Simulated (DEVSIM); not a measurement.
Device: Schottky contact on n-type In0.53Ga0.47As, at 300 K.

| layer (left to right) | material | thickness (μm) | Nd (cm⁻³) | τn (s) | τp (s) |
|---|---|---|---|---|---|
| 1 | In0.53Ga0.47As | 0.180 | 2.3e15 | 1.4e-9 | 1.4e-9 |

Left contact: Schottky, work function 4.84 eV, emission velocity 1.2e7 cm/s. Right contact: ohmic. Voltage is applied to the left contact. Recombination: SRH at mid-gap, radiative, Auger. Mobility is μmin + (μ − μmin)/(1 + (N/Nref)^α).

Constants are typed, rounded textbook-type inputs, not results; the design itself was drawn at random and stands for no fabricated device. Values at 300 K.

```csv
parameter,In0.53Ga0.47As
gap (eV),0.74
affinity (eV),4.51
permittivity,13.9
Nc (cm⁻³),2.1e17
Nv (cm⁻³),7.7e18
μn (cm²/Vs),12000
μp (cm²/Vs),300
"μn,min",300
"μp,min",10
"Nref,n",1.3e17
"Nref,p",4.9e17
αn,0.48
αp,0.4
B (cm³/s),9.6e-11
Cn (cm⁶/s),5e-29
Cp (cm⁶/s),5e-29
```

Model (solved in DEVSIM): 1D drift-diffusion, Boltzmann statistics, complete ionisation; no tunnelling, impact ionisation, image-force lowering or self-heating. Metal contacts follow the ideal Schottky-Mott rule: no Fermi-level pinning, no interface dipoles.

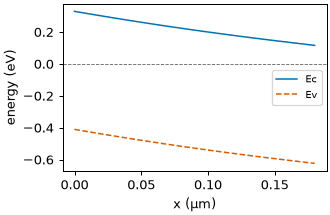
*Band edges at zero bias*

Energies count from the Fermi level of the right contact; mesh points crowd at the junctions.

```tsv
x (μm)	Ec (eV)	Ev (eV)	n (cm⁻³)	p (cm⁻³)	field (V/cm)
0.000	0.330	-0.410	6.0e11	1.0e12	-14000
0.004184	0.324	-0.416	7.6e11	7.9e11	-14000
0.008895	0.317	-0.423	9.8e11	6.1e11	-14000
0.01420	0.310	-0.430	1.3e12	4.6e11	-14000
0.02178	0.299	-0.441	2.0e12	3.0e11	-14000
0.02871	0.290	-0.450	2.8e12	2.1e11	-14000
0.03650	0.279	-0.461	4.3e12	1.4e11	-13000
0.04765	0.265	-0.475	7.5e12	7.9e10	-13000
0.05783	0.251	-0.489	1.3e13	4.8e10	-13000
0.06930	0.237	-0.503	2.2e13	2.7e10	-12000
0.08221	0.221	-0.519	4.0e13	1.5e10	-12000
0.09710	0.204	-0.536	7.9e13	7.6e9	-12000
0.1101	0.189	-0.551	1.4e14	4.3e9	-11000
0.1216	0.176	-0.564	2.3e14	2.6e9	-11000
0.1342	0.163	-0.577	3.9e14	1.6e9	-11000
0.1431	0.154	-0.586	5.5e14	1.1e9	-10000
0.1509	0.146	-0.594	7.5e14	8.0e8	-10000
0.1579	0.139	-0.601	9.9e14	6.1e8	-10000
0.1655	0.131	-0.609	1.3e15	4.5e8	-9900
0.1709	0.126	-0.614	1.6e15	3.7e8	-9900
0.1756	0.121	-0.619	1.9e15	3.1e8	-9800
0.1800	0.117	-0.623	2.3e15	2.6e8	-9800
```
